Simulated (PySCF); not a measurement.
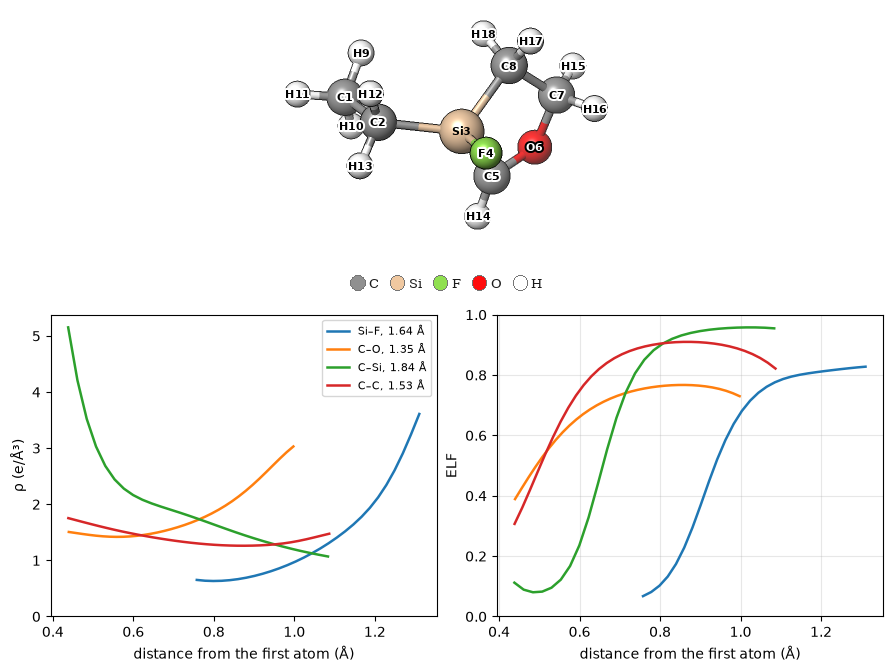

*C$_{5}$H$_{10}$FOSi (doublet). Total electron density and ELF along straight lines between neighbouring atoms. The curves leave out the atomic cores. The structure is drawn too.*

Geometry: GFN2-xTB.

Computed with UKS B3LYP, pcH-1 on C F H O Si, non-relativistic, mean-field spin-orbit, GIAO (PySCF 2.14.0, density-fitted response routines).

Input file:

```
{"job": {"kind": "epr", "basis": "pcH-1"}, "charge": 0, "multiplicity": 2}
C     -2.407399     0.367476    -0.650873
C     -1.732791    -0.888639    -0.109299
Si     0.161991    -0.840097    -0.116473
F      0.599488    -2.235996     0.620792
C      1.104713    -0.511680    -1.667400
O      2.048718     0.446822    -1.526067
C      2.315922     0.783926    -0.171816
C      1.092462     0.597201     0.724718
H     -2.146141     1.236393    -0.051829
H     -2.099522     0.555818    -1.676217
H     -3.490069     0.258588    -0.633791
H     -2.081381    -1.077033     0.906856
H     -2.047211    -1.748142    -0.702088
H      0.954010    -0.780867    -2.697555
H      2.683757     1.812593    -0.185772
H      3.125333     0.128737     0.176648
H      1.409234     0.391313     1.742284
H      0.500129     1.509904     0.741464
```

Launched as:

```sh
OMP_NUM_THREADS=1 python probes_run.py task.json out
```

> Compare the contacts.

Si–F (1.64 Å): ρ is about 0.64 e/Å³ halfway; the ELF is about 0.15 at the midpoint.
C–O (1.35 Å): ρ at the midpoint is about 1.5 e/Å³; the ELF peaks at about 0.75 between the atoms: a polar covalent bond.
C–Si (1.84 Å): ρ is about 1.3 e/Å³ halfway; the ELF peaks at about 0.95 between the atoms (a covalent bond).
C–C (1.53 Å): the density is about 1.3 e/Å³ at the midpoint; the ELF peaks at about 0.90 between the atoms; a covalent bond.
